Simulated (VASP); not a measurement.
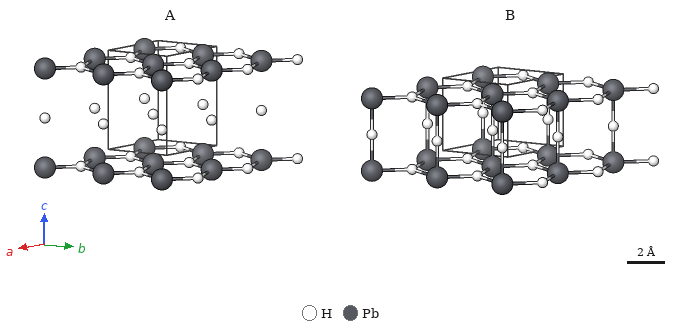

Two geometries of solid H2Pb (a generated structure, set up in P-6m2), drawn at one scale. One is the start of a relaxation, the other its converged end. The picture is a ball-and-stick view of the cell of the calculation, repeated 3 × 3 × 1 with one cell outlined, seen from a free direction.

These are results of Kohn-Sham DFT of a periodic cell, r2SCAN, VASP PAW PBE potentials, recommended (VASP), not measurements. Settings: plane-wave cutoff 600 eV; k-point mesh 9 × 9 × 5; occupations gaussian; smearing width 0.05 eV; no spin polarisation.

**Which one is relaxed?**

Structure B is the relaxed one. The run lets cell and atoms move. The energy falls by 519 meV per atom in 14 geometry steps. All forces vanish by symmetry, so only the cell relaxes. Pressure: 2.98 GPa at the start and 0.01 GPa at the end. No atom moves by more than 0.005 Å relative to the cell. The volume changes by −9.3 %, with a = b 3.427 → 3.820 Å (+11.5 %), c 5.557 → 4.057 Å (−27.0 %). Among the contacts that change: H–Pb 2.779 → 2.029 Å, H–Pb 1.979 → 2.206 Å. New bonds form: H–Pb (2.78 → 2.03 Å). The space group stays P-6m2 (No. 187). It ran on 1 thread of Intel(R) Xeon(R) 6975P-C (Granite Rapids), with other jobs on the host.
